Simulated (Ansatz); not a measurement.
# AlSiH3Cl2 (SMILES [SiH3][Al]([Cl])[Cl]) at HF/STO-3G

What is the electronic atomisation energy of AlSiH3Cl2 at HF/STO-3G? 

The results are computed with Ansatz 0.2.0.

45 further runs of the same task are left out: 45 set aside as unsound or not needed. Runs told in other sessions of the task aren't counted.

## 1. The system as given

The species is AlSiH3Cl2 (7 atoms), meant as a singlet with charge 0. SMILES: `[SiH3][Al]([Cl])[Cl]`. The shape is that of a PBE0-D4/def2-TZVP optimisation.

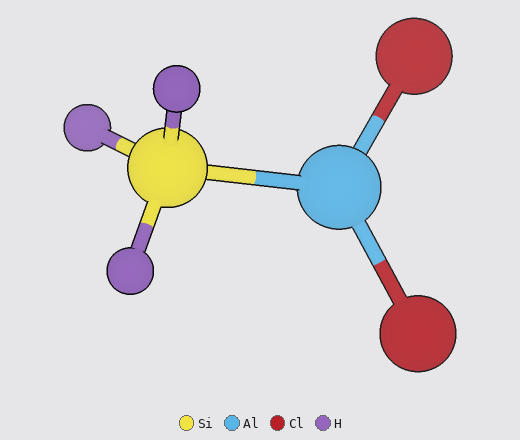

Viewed from a chosen angle; silicon yellow, aluminium blue, chlorine red, hydrogen purple.

## 2. A single-point energy at HF/STO-3G

Contents of input.yaml:

```yaml
crystal:
  periodic: [false, false, false]
  atoms:
    - symbol: Si
      position_ang: [-0.434800, 0.999700, -0.278300]
    - symbol: Al
      position_ang: [0.497800, -1.172400, 0.296300]
    - symbol: Cl
      position_ang: [2.290200, -1.318600, 1.363300]
    - symbol: Cl
      position_ang: [-0.432100, -2.964700, -0.245300]
    - symbol: H
      position_ang: [-1.709600, 0.853800, -1.028500]
    - symbol: H
      position_ang: [-0.687900, 1.781100, 0.962600]
    - symbol: H
      position_ang: [0.537600, 1.753200, -1.115800]
basis:
  gaussian: {orbitals: STO-3G}
hamiltonian: {xc: hf}
accuracy: high
output: {orbitals: {seedname: orbitals}}
```

The run is started by

```sh
$ ansatz run input.yaml --threads 1 --pin off --max-ram 2610MiB --events-out events.jsonl --progress --plain --runs-dir runs
```

Log:

```text
Warning: RAYON_NUM_THREADS=1 ignored (pool sized by the plan → 1); use --threads N
Functional definition: HF
  name "HF"
  exchange = exact_x
  correlation = 0
747 factors; integrals over basis functions are off by at most 8.6e-9 eV
mean field evaluation 1: about -39065.5564 eV, gradient 2.1e1 eV
mean field evaluation 2: about -39065.5725 eV, gradient 2.1e1 eV
mean field evaluation 4: about -39067.9161 eV, gradient 1.0e0 eV
mean field evaluation 8: about -39067.9223 eV, gradient 7.5e-6 eV
mean field -39067.92228985 eV, -1435.7196629631 hartree, gradient 2.3e-8 eV, S^2 0.000000; 0 other end points of the search recorded, 0 dependent functions left out
reference -39067.92228985 eV, -1435.7196629631 hartree; 32, 32 occupied and 7, 7 virtual orbitals, 747 factors
Total energy: -39067.92228985 eV, -1435.7196629631 hartree
```

Wall time 0.42 s (1 thread of Arm Neoverse V2, shared host).

## 3. The Al atom, same level

Contents of molecule.yaml:

```yaml
crystal:
  periodic: [false, false, false]
  atoms:
    - {symbol: Al, position_ang: [0.000000, 0.000000, 0.000000]}
basis:
  gaussian: {orbitals: STO-3G}
hamiltonian: {xc: hf}
magnetization: {spin_polarized: true, initial_magnetization: 1}
accuracy: high
```

Run the same way, it converges to -238.85836 Eh (log not shown).

## 4. The Cl atom, same level

Contents of molecule.yaml:

```yaml
crystal:
  periodic: [false, false, false]
  atoms:
    - {symbol: Cl, position_ang: [0.000000, 0.000000, 0.000000]}
basis:
  gaussian:
    orbitals: STO-3G
magnetization:
  spin_polarized: true
  initial_magnetization: 1
hamiltonian:
  xc: hf
accuracy: high
```

The run is started by

```sh
$ ansatz run molecule.yaml --threads 1 --pin off --max-ram 2610MiB --events-out events.jsonl --progress --plain --runs-dir runs
```

Log:

```text
Warning: RAYON_NUM_THREADS=1 ignored (pool sized by the plan → 1); use --threads N
[... 4 set-up lines as earlier in the session ...]
42 factors; integrals over basis functions are off by at most 4.6e-9 eV
mean field evaluation 1: about -12368.7208 eV, gradient 7.8e-1 eV
mean field evaluation 2: about -12368.7224 eV, gradient 7.8e-1 eV
mean field evaluation 4: about -12368.7232 eV, gradient 3.4e-6 eV
mean field evaluation 8: about -12368.7232 eV, gradient 9.1e-2 eV
mean field evaluation 16: about -12368.7232 eV, gradient 7.6e-14 eV
mean field -12368.72316544 eV, -454.5421925083 hartree, gradient 1.9e-13 eV, S^2 0.750000; 3 other end points of the search recorded, 0 dependent functions left out
reference -12368.72316544 eV, -454.5421925083 hartree; 9, 8 occupied and 0, 1 virtual orbitals, 42 factors
Total energy: -12368.72316544 eV, -454.5421925083 hartree
```

Wall time 0.04 s (1 thread of Arm Neoverse V2, shared host).

## 5. The H atom, same level

Contents of in.yaml:

```yaml
crystal:
  periodic: [false, false, false]
  atoms:
    - {symbol: H, position_ang: [0.000000, 0.000000, 0.000000]}
basis:
  gaussian: {orbitals: STO-3G}
magnetization: {spin_polarized: true, initial_magnetization: 1}
accuracy: high
hamiltonian: {xc: hf}
```

Run the same way, it converges to -0.46658 Eh (log not shown).

## 6. The Si atom at the same level

Contents of molecule.yaml:

```yaml
crystal:
  periodic: [false, false, false]
  atoms:
    - {symbol: Si, position_ang: [0.000000, 0.000000, 0.000000]}
basis:
  gaussian:
    orbitals: STO-3G
magnetization:
  spin_polarized: true
  initial_magnetization: 2
hamiltonian:
  xc: hf
accuracy: high
```

Run the same way, it converges to -285.46622 Eh (log not shown).

## 7. What came out

At HF/STO-3G:

| quantity | value |
| --- | --- |
| molecule: total energy | -1435.71966 Eh |
| molecule: HOMO energy | -8.74 eV |
| molecule: LUMO energy | 6.65 eV |
| molecule: HOMO–LUMO gap | 15.39 eV |
| Al atom: total energy | -238.85836 Eh |
| Al atom: ⟨S²⟩ | 0.750 |
| Cl atom: total energy | -454.54219 Eh |
| Cl atom: ⟨S²⟩ | 0.750 |
| H atom: total energy | -0.46658 Eh |
| H atom: ⟨S²⟩ | 0.750 |
| Si atom: total energy | -285.46622 Eh |
| Si atom: ⟨S²⟩ | 2.000 |
| electronic atomisation energy | 24.788 eV |

In words: Taking the molecule apart into free atoms costs 24.79 eV (2392 kJ/mol), before zero-point energy and without spin-orbit coupling. Hartree–Fock lacks the correlation of the bonding pairs, which as a rule makes this value much too low; in minimal bases other errors can mask that. In a minimal basis such a difference can be off by several eV, whatever the method.
